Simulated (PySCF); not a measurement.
# TaOH₃: relaxation and vibrations of the singlet

The task is one start of a wider search on TaOH₃: the singlet, from a square planar start. It is relaxed, tested by its Hessian and followed downhill if it is a saddle.

Method: PBE0, basis Ta def2-TZVP with ECP60, O def2-TZVP, H def2-TZVP, scalar-relativistic core potentials, no spin–orbit coupling, density fitting; program: PySCF 2.14.0.

### 1 Where the work starts

5 atoms, charge 0, spin multiplicity 1.

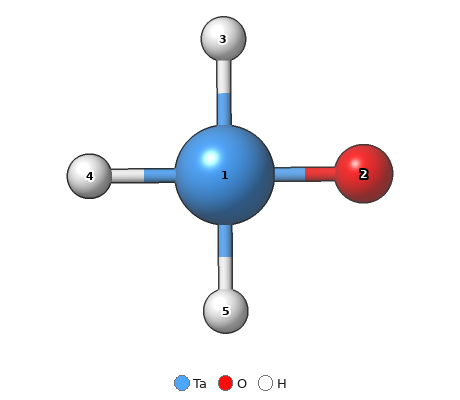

Start geometry, drawn with tantalum blue, oxygen red, hydrogen white; atoms are numbered from 1 in the order of the file.

```xyz
5
charge 0 multiplicity 1
Ta    0.0000    0.0000    0.0000
O     0.0000   -1.8300    0.0000
H     1.7800    0.0000    0.0000
H     0.0000    1.7800    0.0000
H    -1.7800    0.0000    0.0000
```

### 2 Finding the electronic state

One driver script runs all steps and calls PySCF; scf.py shows how it sets up the SCF of each step. The optimiser is the driver's own. After this first run the driver tries any further starts and a stability analysis.

scf.py

```python
from pyscf import gto, scf, dft
mol = gto.M(atom='''
Ta     0.000000     0.000000     0.000000
O     -0.000000    -1.830000     0.000000
H      1.780000     0.000000     0.000000
H      0.000000     1.780000     0.000000
H     -1.780000     0.000000     0.000000''',
    basis={'Ta': 'def2-TZVP', 'O': 'def2-TZVP', 'H': 'def2-TZVP'},
    ecp={'Ta': 'def2-TZVP'},
    charge=0, spin=0)
mf = dft.RKS(mol, xc='PBE0')
mf.grids.atom_grid = (50, 194)
aux = {'Ta': 'def2-universal-JKFIT', 'O': 'def2-universal-JKFIT', 'H': 'def2-universal-JKFIT'}
mf = mf.density_fit(auxbasis=aux)
mf.conv_tol = 1e-08
mf.diis_space = 10
mf.max_cycle = 60
mf.init_guess = 'minao'
mf.verbose = 4
mf.kernel()
```

On the command line:

```console
$ OMP_NUM_THREADS=2 python axn.py task.json out
```

The program printed:

```text
init E= -114.350738484245
  HOMO = -0.436659338379002  LUMO = -0.385119393465689  gap/eV = 1.40247
cycle= 1 E= -133.646093437535  delta_E= -19.3  |g|=  0.9  |ddm|= 6.32
  HOMO = -0.217325106454389  LUMO = -0.194137364892839  gap/eV = 0.63097
cycle= 2 E= -129.238318224275  delta_E= 4.41  |g|= 3.85  |ddm|= 2.28
  HOMO = -0.236184093699399  LUMO = -0.144508296716875  gap/eV = 2.49463
cycle= 3 E= -133.779410919961  delta_E= -4.54  |g|= 0.325  |ddm|= 2.21
  HOMO = -0.288410544166144  LUMO = -0.223123683075557  gap/eV = 1.77655
cycle= 4 E= -133.807758743277  delta_E= -0.0283  |g|= 0.143  |ddm|= 0.51
  HOMO = -0.281203773908132  LUMO = -0.194594744246174  gap/eV = 2.35675
cycle= 5 E= -133.812634197775  delta_E= -0.00488  |g|= 0.052  |ddm|= 0.161
  HOMO = -0.278767191598902  LUMO = -0.19464701897471  gap/eV = 2.28903
cycle= 6 E= -133.8130900954  delta_E= -0.000456  |g|= 0.0287  |ddm|= 0.0237
  HOMO = -0.278156841679799  LUMO = -0.193810726152513  gap/eV = 2.29517
cycle= 7 E= -133.813236780744  delta_E= -0.000147  |g|= 0.0126  |ddm|= 0.0106
  HOMO = -0.278423416305294  LUMO = -0.193382091545573  gap/eV = 2.31409
cycle= 8 E= -133.813272252908  delta_E= -3.55e-05  |g|= 0.00298  |ddm|= 0.00817
  HOMO = -0.278294208690934  LUMO = -0.193347073782785  gap/eV = 2.31153
cycle= 9 E= -133.813274276473  delta_E= -2.02e-06  |g|= 0.00016  |ddm|= 0.00197
  HOMO = -0.278272711837747  LUMO = -0.193344326100167  gap/eV = 2.31102
cycle= 10 E= -133.813274291818  delta_E= -1.53e-08  |g|= 8.1e-05  |ddm|= 0.000297
  HOMO = -0.278276818280958  LUMO = -0.193343380070456  gap/eV = 2.31116
cycle= 11 E= -133.813274295472  delta_E= -3.65e-09  |g|= 3.33e-05  |ddm|= 0.00017
  HOMO = -0.278272994497833  LUMO = -0.193339170319156  gap/eV = 2.31117
Extra cycle  E= -133.813274292955  delta_E= 2.52e-09  |g|= 0.000119  |ddm|= 7.35e-05
converged SCF energy = -133.813274292955
```

This step, with its further starts and checks, ran for 6.6 s (2 threads of Arm Neoverse V1, shared host).

Energies from each starting density:

```csv
start,energy (Eh)
the minimal-basis guess,-133.813274
a thermally smeared density,-133.813274
a smeared PBE density,-133.813274
```

The test of internal stability and the other starts found no lower closed-shell solution.

### 3 Relaxing the singlet from the square planar start

The program finds C2v symmetry in the start, which this walk keeps. The walk stops when the largest gradient is under 0.0003 Eh/bohr and the energy has settled too.

scf.py, as its differences from that of step 2:

```diff
@@ -3,5 +3,5 @@
-Ta     0.000000     0.000000     0.000000
-O     -0.000000    -1.830000     0.000000
-H      1.780000     0.000000     0.000000
-H      0.000000     1.780000     0.000000
-H     -1.780000     0.000000     0.000000''',
+Ta     0.000000     0.137407     0.000000
+O      0.000000    -1.692593     0.000000
+H      1.780000     0.137407     0.000000
+H      0.000000     1.917407     0.000000
+H     -1.780000     0.137407     0.000000''',
@@ -18 +17,0 @@
-mf.init_guess = 'minao'
```

Energy and gradient, step by step:

```csv
step,energy (Eh),change (kJ/mol),largest symmetric gradient (Eh/bohr)
0,-133.813274,0.00,0.16401
1,-133.837831,-64.47,0.04463
2,-133.846090,-86.16,0.02606
3,-133.850723,-98.32,0.01403
4,-133.852563,-103.15,0.01329
5,-133.855196,-110.06,0.00701
6,-133.855772,-111.58,0.00530
7,-133.855902,-111.92,0.00332
8,-133.855990,-112.15,0.00062
9,-133.855993,-112.16,0.00013
10,-133.855994,-112.16,0.00000
```

The walk took 17 s.

Positions (Å) and forces (eV/Å) along the way:

```
step 0
Ta   0.000   0.137   0.000   0.000  -8.434   0.000
O    0.000  -1.693   0.000   0.000   4.666   0.000
H    1.780   0.137   0.000   1.090   0.990   0.000
H    0.000   1.917   0.000   0.000   1.787   0.000
H   -1.780   0.137   0.000  -1.090   0.990   0.000
step 1
Ta   0.000   0.052   0.000   0.000  -2.295   0.000
O    0.000  -1.649   0.000   0.000  -0.523   0.000
H    1.815   0.167   0.000   0.345   0.757   0.000
H    0.000   1.900   0.000   0.000   1.303   0.000
H   -1.815   0.167   0.000  -0.345   0.757   0.000
step 5
Ta   0.000  -0.166   0.000   0.000   0.342   0.000
O    0.000  -1.884   0.000   0.000   0.074   0.000
H    1.725   0.412   0.000  -0.288  -0.028   0.000
H    0.000   1.863   0.000   0.000  -0.361   0.000
H   -1.725   0.412   0.000   0.288  -0.028   0.000
step 10
Ta   0.000  -0.170   0.000   0.000   0.000   0.000
O    0.000  -1.893   0.000   0.000   0.000   0.000
H    1.681   0.449   0.000   0.000   0.000   0.000
H    0.000   1.803   0.000   0.000   0.000   0.000
H   -1.681   0.449   0.000   0.000   0.000   0.000
```

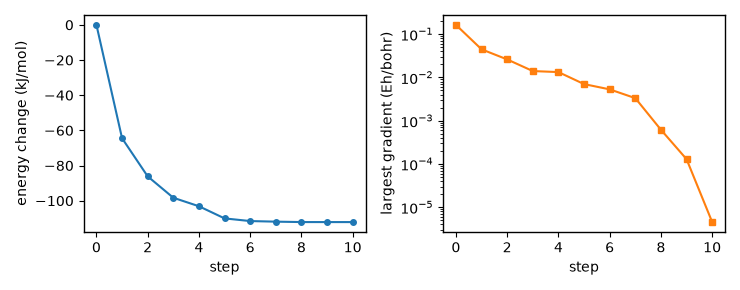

Energy and largest gradient along the walk.

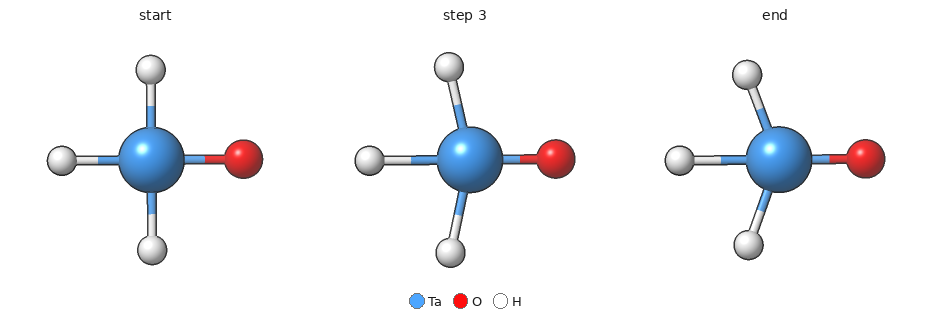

The geometry along the walk, at one scale.

It settles in C2v symmetry, 112.2 kJ/mol below the start, after 10 steps: Ta–H 1.791 Å (×2), Ta–H 1.974 Å, Ta–O 1.723 Å; H–Ta–H 69.8° (×2), H–Ta–H 139.5°, H–Ta–O 110.2° (×2), H–Ta–O 180.0°.

### 4 Hessian and properties

On the finer grid the gradient is checked again; gradients at displacements of ±0.02 bohr then give force constants and infrared intensities.

scf.py, as its differences from that of step 3:

```diff
@@ -3,5 +3,5 @@
-Ta     0.000000     0.137407     0.000000
-O      0.000000    -1.692593     0.000000
-H      1.780000     0.137407     0.000000
-H      0.000000     1.917407     0.000000
-H     -1.780000     0.137407     0.000000''',
+Ta     0.000000     0.121736     0.000000
+O      0.000000    -1.601359     0.000000
+H      1.680785     0.740778     0.000000
+H      0.000000     2.095429     0.000000
+H     -1.680785     0.740778     0.000000''',
@@ -12 +12 @@
-mf.grids.atom_grid = (50, 194)
+mf.grids.atom_grid = (75, 302)
@@ -15 +15 @@
-mf.conv_tol = 1e-08
+mf.conv_tol = 1e-10
```

This SCF starts from the last density.

SCF at the final geometry:

```text
init E= -133.856005616877
  HOMO = -0.270912113761657  LUMO = -0.169311694199251  gap/eV = 2.76469
cycle= 1 E= -133.856005616871  delta_E= 6.08e-12  |g|= 5.73e-06  |ddm|= 4.38e-06
  HOMO = -0.270912432467384  LUMO = -0.169312406545728  gap/eV = 2.76468
Extra cycle  E= -133.856005616809  delta_E= 6.24e-11  |g|= 1.89e-05  |ddm|= 1.25e-05
converged SCF energy = -133.856005616809
```

The whole step took 40 s.

Geometry: C2v; Ta–H 1.791 Å (×2), Ta–H 1.974 Å, Ta–O 1.723 Å; H–Ta–H 69.8° (×2), H–Ta–H 139.6°, H–Ta–O 110.2° (×2), H–Ta–O 180.0°.

Harmonic modes (main isotopes):

```tsv
symmetry	ω (cm⁻¹)	IR (km/mol)	μ (u)	type
b1	964i	5.8	1.01	bend
b1	637i	767	1.14	bend
b2	216	0.1	1.21	bend
a1	683	18.3	1.08	bend
b2	694	98.6	1.03	bend
a1	982	126	7.33	mixed
a1	1430	10.8	1.03	stretch
b2	1803	394	1.02	stretch
a1	1886	12.3	1.01	stretch
```

With 2 modes imaginary (up to 964i cm⁻¹) this point is a saddle.

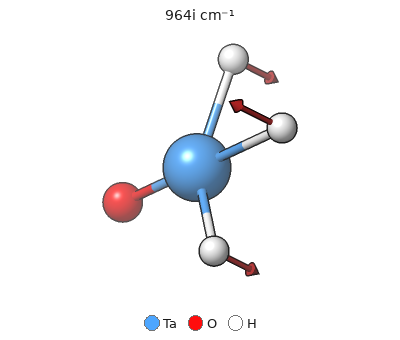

The imaginary mode, as arrows.

Properties at this point:

* Dipole moment: 0.51 D
* Highest occupied level: -7.37 eV
* Lowest empty level: -4.61 eV
* Rotational constants: 2.96, 0.3424, 0.3069 cm⁻¹
* Zero-point energy (real modes): 46.0 kJ/mol
* Principal polarisabilities: 41.4, 50.6, 63.6 bohr³
* Atomisation energy without zero-point energy: 1343 kJ/mol
* Principal traceless quadrupole moments about the centre of mass: -11.55, -2.17, 13.72 D Å

Populations by atom (charges in e):

| atom | Mulliken | Löwdin | polar tensor | Mayer order to Ta1 |
| --- | --- | --- | --- | --- |
| Ta1 | 0.65 | 0.65 | 1.68 | – |
| O2 | -0.47 | -0.27 | -0.84 | 2.24 |
| H3,5 | -0.07 | -0.13 | -0.31 | 0.95 |
| H4 | -0.05 | -0.12 | -0.22 | 0.99 |

Outer orbital energies (eV). occupied: -42.24, -25.81, -11.42, -10.95, -10.86, -10.53, -8.20, -7.37; empty: -4.61, -3.95, -2.59, -0.65.

Mulliken populations on Ta1 (outside its core potential): s 2.80, p 6.71, d 2.74, f 0.09.

### 5 Downhill along the imaginary mode

The start is the last point, displaced along its most imaginary mode.

The program finds Cs symmetry in the start, which this walk keeps.

scf.py, as its differences from that of step 4:

```diff
@@ -3,5 +3,5 @@
-Ta     0.000000     0.121736     0.000000
-O      0.000000    -1.601359     0.000000
-H      1.680785     0.740778     0.000000
-H      0.000000     2.095429     0.000000
-H     -1.680785     0.740778     0.000000''',
+Ta    -0.000000     0.121640    -0.000124
+O     -0.000000    -1.601456    -0.004002
+H      1.680785     0.740681     0.102909
+H     -0.000000     2.095332    -0.120000
+H     -1.680785     0.740681     0.102909''',
@@ -12 +12 @@
-mf.grids.atom_grid = (75, 302)
+mf.grids.atom_grid = (50, 194)
@@ -15 +15 @@
-mf.conv_tol = 1e-10
+mf.conv_tol = 1e-08
```

Steps of the walk:

```csv
step,energy (Eh),change (kJ/mol),largest symmetric gradient (Eh/bohr)
0,-133.858198,0.00,0.00772
1,-133.873285,-39.61,0.02708
2,-133.888890,-80.58,0.04403
3,-133.918054,-157.15,0.04087
4,-133.936403,-205.33,0.07798
5,-133.959091,-264.89,0.04215
6,-133.968885,-290.61,0.04267
7,-133.978094,-314.79,0.03251
8,-133.979539,-318.58,0.03845
9,-133.981440,-323.57,0.00625
10,-133.981990,-325.01,0.00633
11,-133.982727,-326.95,0.00198
12,-133.982758,-327.03,0.00016
13,-133.982758,-327.03,0.00006
```

The walk took 22 s.

Geometry (Å) and forces (eV/Å) at some steps:

```
step 0
Ta   0.000   0.122   0.000   0.000   0.195  -0.051
O    0.000  -1.601  -0.004   0.000   0.008  -0.215
H    1.681   0.741   0.103  -0.061  -0.063   0.331
H    0.000   2.095  -0.120   0.000  -0.077  -0.397
H   -1.681   0.741   0.103   0.061  -0.063   0.331
step 1
Ta   0.000   0.134  -0.120   0.000   1.393   0.274
O    0.000  -1.590  -0.093   0.000  -0.052  -0.368
H    1.668   0.727   0.313  -0.619  -0.581   0.467
H    0.000   2.098  -0.332   0.000  -0.178  -0.841
H   -1.668   0.727   0.313   0.619  -0.581   0.467
step 7
Ta   0.000   0.523  -0.011   0.000  -1.480  -0.122
O    0.000  -1.057  -0.696   0.000   1.672   0.362
H    1.431   0.415   1.073  -0.111   0.193  -0.333
H    0.000   1.802  -1.356   0.000  -0.577   0.427
H   -1.431   0.415   1.073   0.111   0.193  -0.333
step 13
Ta   0.000   0.499   0.059   0.000   0.003  -0.002
O    0.000  -0.991  -0.743   0.000  -0.001   0.002
H    1.501   0.453   1.018   0.001  -0.001   0.000
H    0.000   1.684  -1.272   0.000  -0.001   0.001
H   -1.501   0.453   1.018  -0.001  -0.001   0.000
```

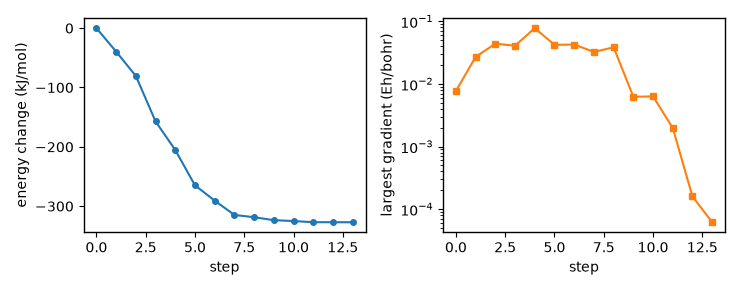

How energy and gradient fall.

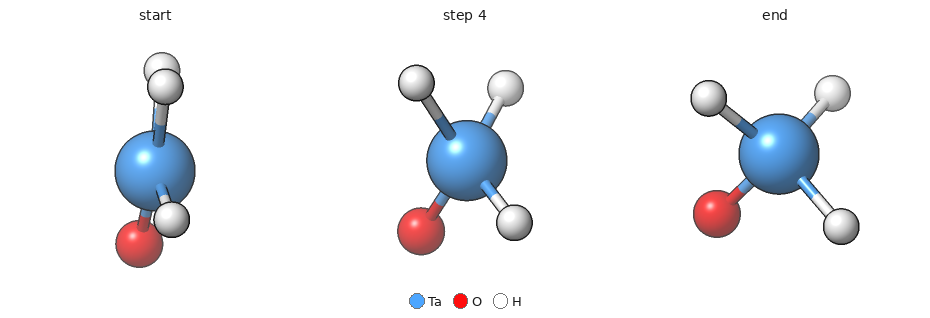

Start and end of the relaxation, with a step between.

After 13 steps and 327.0 kJ/mol it ends at C3v: Ta–H 1.782 Å (×3), Ta–O 1.692 Å; H–Ta–H 114.8° (×3), H–Ta–O 103.4° (×3).

### 6 Is it a minimum? Harmonic modes

As before: finer grid, then central differences.

scf.py, as its differences from that of step 5:

```diff
@@ -3,5 +3,5 @@
-Ta    -0.000000     0.121640    -0.000124
-O     -0.000000    -1.601456    -0.004002
-H      1.680785     0.740681     0.102909
-H     -0.000000     2.095332    -0.120000
-H     -1.680785     0.740681     0.102909''',
+Ta     0.000000     0.113836     0.061233
+O     -0.000000    -1.376298    -0.740316
+H      1.501089     0.067311     1.020285
+H     -0.000000     1.298962    -1.269439
+H     -1.501089     0.067311     1.020285''',
@@ -12 +12 @@
-mf.grids.atom_grid = (50, 194)
+mf.grids.atom_grid = (75, 302)
@@ -15 +15 @@
-mf.conv_tol = 1e-08
+mf.conv_tol = 1e-10
```

SCF at the final geometry:

```text
init E= -133.982795674757
  HOMO = -0.337010908200758  LUMO = -0.0941444589281252  gap/eV = 6.60873
cycle= 1 E= -133.982795674736  delta_E= 2.11e-11  |g|= 1.09e-05  |ddm|= 1.4e-05
  HOMO = -0.337012557782863  LUMO = -0.0941473224310983  gap/eV = 6.60870
cycle= 2 E= -133.982795674594  delta_E= 1.42e-10  |g|= 2.91e-05  |ddm|= 2.41e-05
  HOMO = -0.337011739349256  LUMO = -0.0941459337010595  gap/eV = 6.60872
cycle= 3 E= -133.982795674764  delta_E= -1.7e-10  |g|= 4.51e-06  |ddm|= 1.54e-05
  HOMO = -0.337011539171679  LUMO = -0.094145562609461  gap/eV = 6.60872
cycle= 4 E= -133.982795674767  delta_E= -3.35e-12  |g|= 2.46e-08  |ddm|= 3.1e-06
  HOMO = -0.337011535628837  LUMO = -0.0941455629488308  gap/eV = 6.60872
Extra cycle  E= -133.982795674767  delta_E= 7.96e-13  |g|= 2.38e-08  |ddm|= 3.58e-08
converged SCF energy = -133.982795674767
```

The whole step ran for 28 s (2 threads of Arm Neoverse V1, shared host).

Geometry: C3v; Ta–H 1.782 Å (×3), Ta–O 1.692 Å; H–Ta–H 114.8° (×3), H–Ta–O 103.4° (×3).

Modes, for the most abundant isotopes:

| symmetry | ω (cm⁻¹) | IR (km/mol) | μ (u) | type |
| --- | --- | --- | --- | --- |
| e | 571 | 8.2 | 1.13 | bend |
| a1 | 642 | 106 | 1.04 | bend |
| e | 749 | 118 | 1.02 | bend |
| a1 | 1055 | 171 | 13.73 | stretch |
| e | 1862 | 670 | 1.02 | stretch |
| a1 | 1890 | 70.9 | 1.01 | stretch |

No imaginary mode, so this is a minimum.

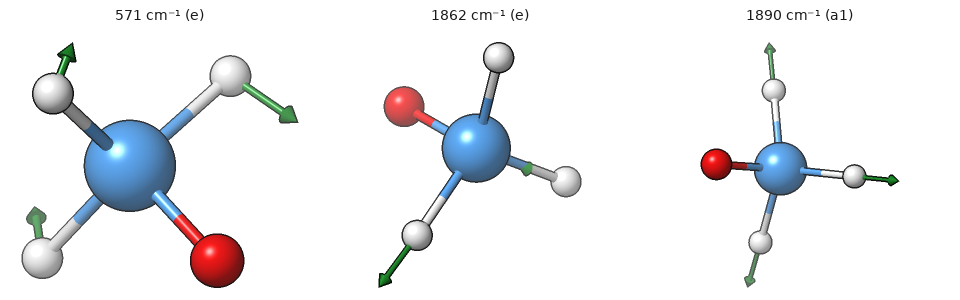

Displacements of 3 of the modes, as arrows (one member where a mode is degenerate).

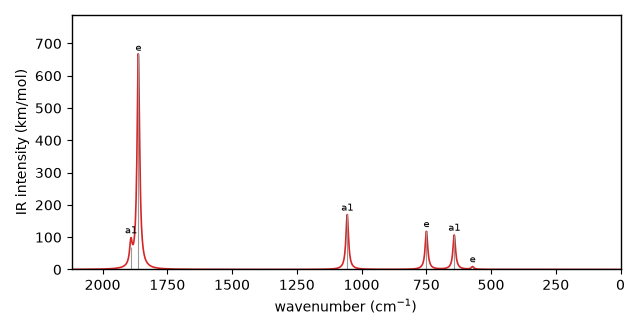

The harmonic infrared spectrum (widths in cm⁻¹). Lines are broadened to a width of 12 cm⁻¹ (Lorentzian).

Constants and moments:

- Dipole moment: 2.77 D
- Highest occupied level: -9.17 eV
- Lowest empty level: -2.56 eV
- Rotational constants: 1.856, 0.3548, 0.3548 cm⁻¹
- Zero-point energy: 59.5 kJ/mol
- Principal polarisabilities: 43.6, 43.6, 45.6 bohr³
- Atomisation energy without zero-point energy: 1676 kJ/mol
- Principal traceless quadrupole moments about the centre of mass: -0.77, 0.39, 0.39 D Å
- Entropy at 298.15 K and 1 bar: 263.9 J/(mol K)
- Heat capacity Cp at 298.15 K: 54.1 J/(mol K)
- Enthalpy at 298.15 K above 0 K: 11.79 kJ/mol
- Rotational symmetry number: 3

Charges (e) and bond orders:

```tsv
atom	Mulliken	Löwdin	polar tensor	Mayer order to Ta1
Ta1	0.87	0.60	1.58	–
O2	-0.45	-0.23	-0.67	2.31
H3,4,5	-0.14	-0.12	-0.30	0.97
```

Mulliken populations on Ta1 (outside its core potential): s 2.75, p 6.46, d 2.84, f 0.08.

### 7 Would spin polarisation lower it?

At the lowest minimum the closed shell is tested against spin polarisation, on the (50, 194) grid. It is stable.

### 8 The points found, side by side

| spin | group | bonds | imaginary modes (cm⁻¹) | ΔE (kJ/mol) | with zero-point energy |
| --- | --- | --- | --- | --- | --- |
| singlet | C3v | Ta–H 1.782 Å (×3), Ta–O 1.692 Å | none | 0.0 | 0.0 |
| singlet | C2v | Ta–H 1.791 Å (×2), Ta–H 1.974 Å, Ta–O 1.723 Å | 964i, 637i | 332.9 | – |

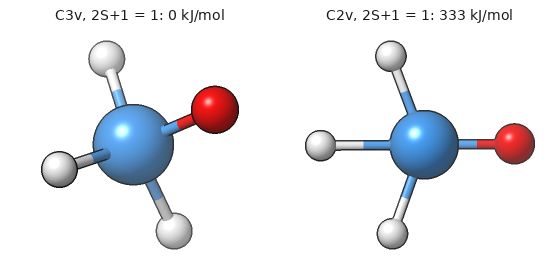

The points, lowest first (tantalum blue, oxygen red, hydrogen white).

### 9 What came out

| quantity | value |
| --- | --- |
| minimum | singlet, C3v |
| geometry | Ta–H 1.782 Å (×3), Ta–O 1.692 Å; H–Ta–H 114.8° (×3), H–Ta–O 103.4° (×3) |
| wavenumbers (cm⁻¹) | 571 (e), 642 (a1), 749 (e), 1055 (a1), 1862 (e), 1890 (a1) |
| dipole moment | 2.77 D |
| highest occupied, lowest empty level | -9.17, -2.56 eV |
| polar-tensor charge of Ta1 | +1.58 e |
| zero-point energy | 59.5 kJ/mol |
| entropy at 298.15 K | 263.9 J/(mol K) |
| atomisation energy (no zero-point energy) | 1676 kJ/mol |

The square planar start (C2v) ends in a minimum of C3v symmetry, after a stop at a second-order saddle point 332.9 kJ/mol higher, from which it was pushed off along an imaginary mode. The strongest infrared band lies at 1862 cm⁻¹ (e, stretch). Only this shape and spin were tried, so other structures or states may lie lower. With an element this heavy the missing spin–orbit coupling can shift these numbers.

The search up to here took 1.9 min.
